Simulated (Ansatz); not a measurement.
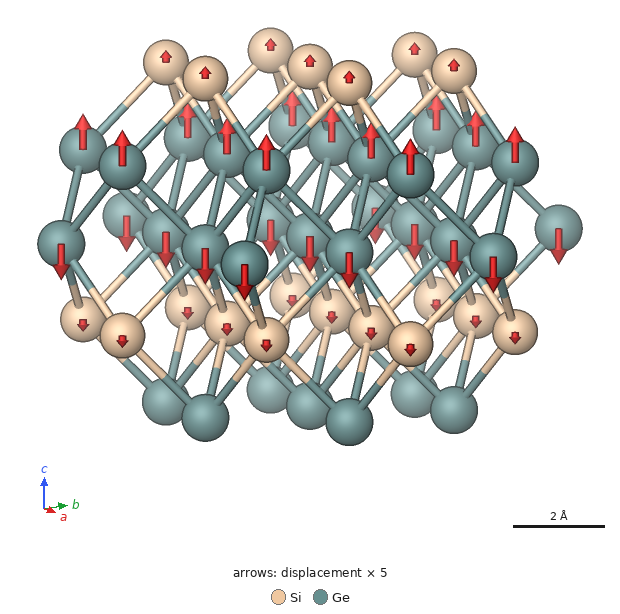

This is a relaxation of a crystal of Si$_{2}$Ge$_{3}$ (a generated structure, set up in P6_3/mmc) (coarse preliminary run). The starting structure is drawn; red arrows show the displacements (the part carried along by the change of the cell is left out), magnified 5 times.

The picture is a ball-and-stick view of the atoms within 5.8 Å of the atom that moves most (axes of the cell of the calculation), seen slightly off an axis.

Level of theory: DFT PBE, scalar-relativistic, plane waves, PAW in Ansatz. (plane-wave cutoff 420 eV; k-point mesh 6 × 6 × 1; occupations gaussian; smearing width 0.1 eV; no spin polarisation; cell and atoms relaxed; force threshold 0.04 eV/Å; at most 70 steps)

Describe the change and its energy.

Answer. The energy falls by 0.344 eV per cell of the calculation in 4 accepted moves (5 points after the start). Largest force component: 0.79 eV/Å at the start, 0.028 eV/Å at the end. The pressure goes from 2.81 to 0.02 GPa. The SCF was repeated once at an unchanged geometry on a basis and grid sized afresh for the cell, which shifted the energy by 2.8 meV per cell of the calculation at most. The largest moves relative to the cell, 0.16 Å, are those of Ge atoms. By element the largest moves are Ge 0.16 Å, Si 0.06 Å. The drawn cell changes as follows: a = b 3.288 → 3.247 Å (−1.3 %), c 18.845 → 20.022 Å (+6.2 %); the volume changes by +3.6 %. Among the contacts that change: Ge–Ge 2.675 → 2.989 Å, Ge–Si 2.675 → 2.702 Å, Ge–Si 2.675 → 2.666 Å. Among the angles between lasting bonds that change: Ge–Ge–Ge 75.9° → 65.8°, Si–Ge–Ge 89.6° → 96.5°, Si–Ge–Ge 138.4° → 140.7°. The space group stays P6_3/mmc (No. 194).
